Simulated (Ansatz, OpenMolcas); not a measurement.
MoCl2O2 (molybdenum dichloride dioxide): a line through the functionals

MoCl2O2 has 5 atoms, charge 0, and is taken as a singlet. As SMILES, `O=[Mo](=O)(Cl)Cl`. The shape is that of a PBE0-D4/def2-TZVP optimisation.

The HOMO–LUMO gap y, in eV, basis def2-SVP with a core potential; a is the functional's share of exact exchange. Programs: Ansatz 0.2.0, OpenMolcas 26.06.

```
functional     program     a  y (eV)
      TPSS  OpenMolcas     0    4.08
    revPBE      Ansatz     0    3.96
     B3LYP      Ansatz   0.2    5.71
      PBE0      Ansatz  0.25       ?
     BHLYP      Ansatz   0.5    8.24
```

Fit y = c + s·a to the known rows and predict PBE0.


1. Means of the 4 rows: a = 0.1750, y = 5.498.
2. Σ(Δa)² = 0.1675, Σ(Δa·Δy) = 1.4138, so the slope is 1.4138/0.1675 = 8.4406.
3. Intercept: 5.498 − (8.4406) × 0.1750 = 4.021. The largest residual of the fit is 0.060.
4. PBE0: 4.021 + (8.4406) × 0.25 = 6.13 eV.

The run gave 6.20 eV, so the prediction is off by -0.07 eV, about the largest residual. Exact exchange lowers occupied levels and raises empty ones. The rows mix families of semi-local functionals, which the line can't see.

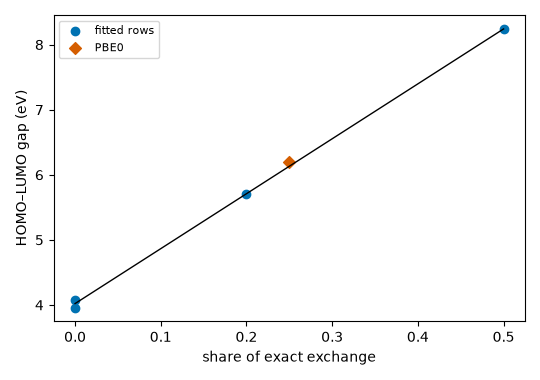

The fitted line, with the withheld row.
